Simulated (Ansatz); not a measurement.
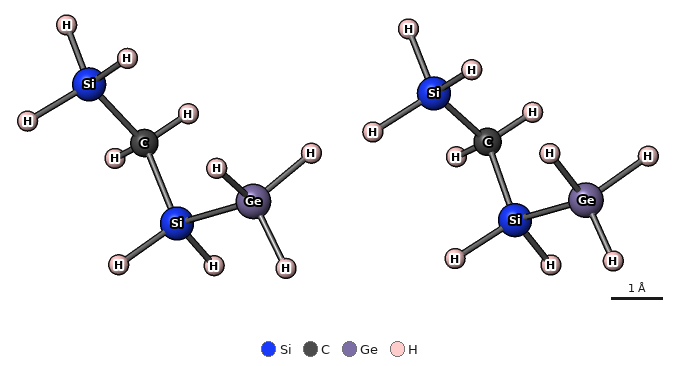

Two geometries of CH₁₀GeSi₂, drawn at one scale. One is the start of a relaxation, the other its converged end. The picture is a ball-and-stick view, seen from a free direction.

Computed with RKS B3LYP/def2-SVP (Ansatz 0.2.0). (no spin polarisation; force threshold 0.015 eV/Å; at most 40 steps)

Which geometry has the lower energy?

The left one is the relaxed one. The run prepares an end point of a later path (torsion) calculation, from a guessed geometry. The atom that moves furthest after the best rigid fit is an H atom (0.38 Å). By element the largest moves are H 0.38 Å, Si 0.23 Å, Ge 0.14 Å, C 0.09 Å. Near-neighbour distances that change, for instance: Ge–Si 2.264 → 2.403 Å, Ge–H 1.457 → 1.545 Å, C–Si 1.824 → 1.892 Å, Ge–H 1.604 → 1.547 Å. Among the angles between lasting bonds that change: Si–C–Si 108.1° → 117.7°, Si–Ge–H 114.7° → 110.3°, Si–C–H 112.2° → 108.4°. Over 12 geometry steps the energy falls by 42.1 kJ/mol. Largest force component: 2.6 eV/Å at the start, 0.0075 eV/Å at the end. The forces were under the threshold at step 7, but the run went on from there.
